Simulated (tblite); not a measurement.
Property calculation of CH7B2FSi

System: CH7B2FSi.
Method: GFN2-xTB, R-SCC (tblite 0.8.0).

The geometry comes from this level: GFN2-xTB.

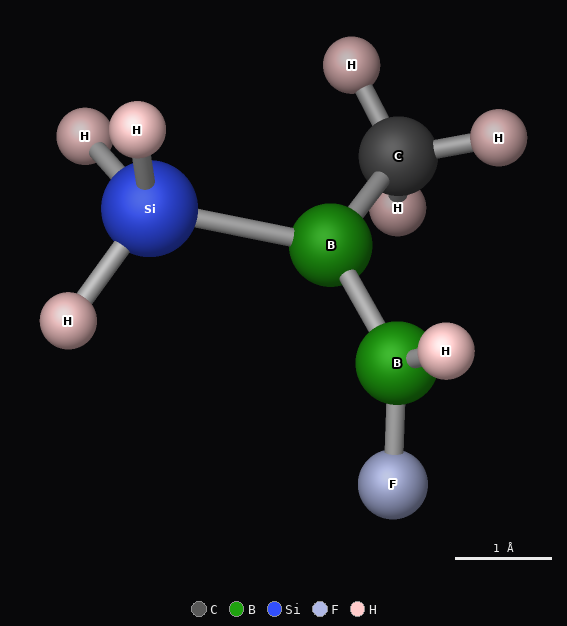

The structure as given in the input (ball-and-stick view, seen at a tilt). Bond lengths as drawn: B–B 1.64 Å, B–C 1.58 Å, B–F 1.33 Å, B–H 1.19 Å, B–Si 1.98 Å, C–H 1.09 Å and H–Si 1.47 Å.

Input file (xtb_job.py):
```python
import json
import numpy as np
from tblite.interface import Calculator

symbols = ["C", "B", "Si", "B", "F", "H", "H", "H", "H", "H", "H", "H"]
numbers = np.array([6, 5, 14, 5, 9, 1, 1, 1, 1, 1, 1, 1])
positions = np.array([  # bohr
    [-1.015482, 2.766011, 1.057888],
    [-0.027382, 0.374015, -0.421957],
    [0.559926, -2.737438, 1.565903],
    [0.616448, 0.245948, -3.446634],
    [-1.014877, -0.537136, -5.196955],
    [-0.278054, 4.552350, 0.346595],
    [-3.057256, 2.848271, 0.752735],
    [-0.732892, 2.719184, 3.095296],
    [-0.866099, -2.786685, 3.956784],
    [3.236515, -2.974353, 2.293768],
    [-0.078291, -5.122292, 0.290035],
    [2.657465, 0.652126, -4.293439],
])

calc = Calculator("GFN2-xTB", numbers, positions, charge=0, uhf=0)
calc.add("bond-orders")
calc.add("molecular-multipoles")
wfn = calc.singlepoint()

thr = 0.2
print(f"E(total): {wfn.get('energy') * 2625.4996:.8f} kJ/mol")
eps = np.atleast_2d(wfn.get("orbital-energies")) * 27.211386
occ = np.atleast_2d(wfn.get("orbital-occupations"))
filled = occ.sum(axis=0) if eps.shape[0] == 1 else occ[0]
homo = np.nonzero(filled > 0.5)[0].max()
print("  MO   occupation   energy/eV")
for i in range(max(0, homo - 4), min(eps.shape[1], homo + 5)):
    print(f"{i + 1:4d} {filled[i]:10.4f} {eps[0, i]:12.4f}")
mu = wfn.get("dipole") * 2.541746
print(f"Dipole moment: {np.linalg.norm(mu):.4f} D, components " + " ".join(f"{c:.4f}" for c in mu))
q = wfn.get("charges")
print("atom     charge    atomic energy/Eh")
for i, (s, e) in enumerate(zip(symbols, wfn.get("energies"))):
    print(f"{s:<2}{i + 1:<3} {q[i]:9.4f} {e:14.6f}")
bo = wfn.get("bond-orders")
bo = bo[..., 0] if bo.ndim == 3 else bo
print("Bond orders above {}:".format(thr))
for i in range(len(symbols)):
    for k in range(i):
        if bo[i, k] > thr:
            print(f"  {symbols[k]}{k + 1}-{symbols[i]}{i + 1}  {bo[i, k]:.3f}")
print("traceless quadrupole (xx xy yy xz yz zz, e bohr^2):", np.round(wfn.get("quadrupole"), 4))
out = {k: np.asarray(wfn.get(k)).tolist() for k in ("energy", "gradient", "charges", "dipole", "orbital-energies", "orbital-occupations", "bond-orders", "energies", "quadrupole")}
out.update(symbols=symbols, positions=(positions * 0.529177210903).tolist())
json.dump(out, open("results.json", "w"))
```

Command:
```bash
python xtb_job.py
```

Log:
```
------------------------------------------------------------
  cycle        total energy    energy error   density error
------------------------------------------------------------
      1     -14.51237428326  -1.4641485E+01   3.4170893E-01
      2     -14.62671704935  -1.1434277E-01   1.9741730E-01
      3     -14.62474374013   1.9733092E-03   6.3383709E-02
      4     -14.63366887710  -8.9251370E-03   2.4218369E-02
      5     -14.63648658050  -2.8177034E-03   1.6891787E-02
      6     -14.63715787876  -6.7129826E-04   3.8428393E-03
      7     -14.63725143267  -9.3553902E-05   5.0813824E-03
      8     -14.63728379753  -3.2364859E-05   2.9383767E-03
      9     -14.63729544402  -1.1646499E-05   4.3807841E-04
     10     -14.63729613443  -6.9040227E-07   3.0273924E-04
     11     -14.63729632519  -1.9076184E-07   5.8540250E-05
     12     -14.63729633703  -1.1845025E-08   2.3185124E-05
     13     -14.63729633881  -1.7727260E-09   5.8718629E-06
------------------------------------------------------------

 total:                                   0.004 sec
E(total): -38430.21568262 kJ/mol
  MO   occupation   energy/eV
  10     2.0000     -12.2827
  11     2.0000     -11.4908
  12     2.0000     -11.4511
  13     2.0000     -10.8751
  14     2.0000      -9.9553
  15     0.0000      -7.4007
  16     0.0000      -6.3648
  17     0.0000      -4.6528
  18     0.0000      -4.3305
Dipole moment: 1.8859 D, components -0.0410 1.5541 1.0676
atom     charge    atomic energy/Eh
C 1     -0.1896      -2.181309
B 2      0.1104      -1.195927
Si3      0.3993      -1.702539
B 4      0.2888      -1.264019
F 5     -0.2834      -4.776297
H 6      0.0377      -0.493946
H 7      0.0604      -0.484048
H 8      0.0335      -0.495673
H 9     -0.1168      -0.509644
H 10    -0.1184      -0.510481
H 11    -0.1224      -0.512893
H 12    -0.0995      -0.510519
Bond orders above 0.2:
  C1-B2  1.066
  B2-Si3  0.836
  B2-B4  1.084
  B4-F5  1.095
  C1-H6  0.972
  C1-H7  0.935
  C1-H8  0.982
  Si3-H9  0.892
  Si3-H10  0.890
  Si3-H11  0.896
  B4-H12  0.944
traceless quadrupole (xx xy yy xz yz zz, e bohr^2): [ 3.7966 -1.093   1.9012 -5.2718  2.1546 -5.6977]
```

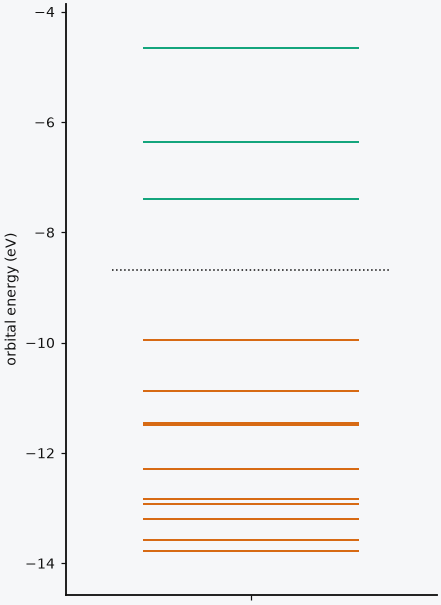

Orbital energies near the frontier; the dotted line parts filled from empty levels, and levels within 0.02 eV of each other stand side by side. Highest filled −9.96 eV, lowest empty −7.40 eV, 2.56 eV apart.

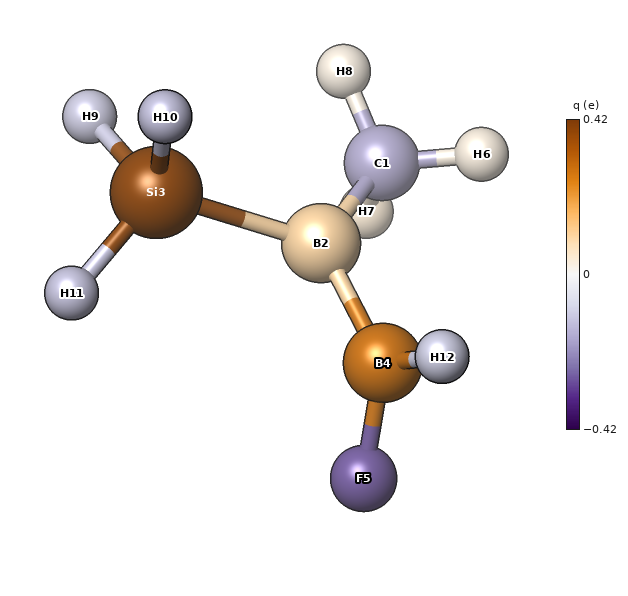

Mulliken charges, as the colour of each atom (ball-and-stick view, seen at a tilt; atoms are numbered from 1 in the order of the input). By element: C −0.19, B +0.11 to +0.29, Si +0.40, F −0.28 and H −0.12 to +0.06 e.

Summary:

```tsv
quantity	value
outcome	converged
total energy	−14.637296 hartree
basis functions	32
largest force	0.024 eV/Å
HOMO	−9.96 eV
LUMO	−7.40 eV
dipole moment	1.89 D
hardware	1 thread of AMD EPYC (Zen 5), 192 GiB of memory available, shared host
peak memory	0.067 GiB
```
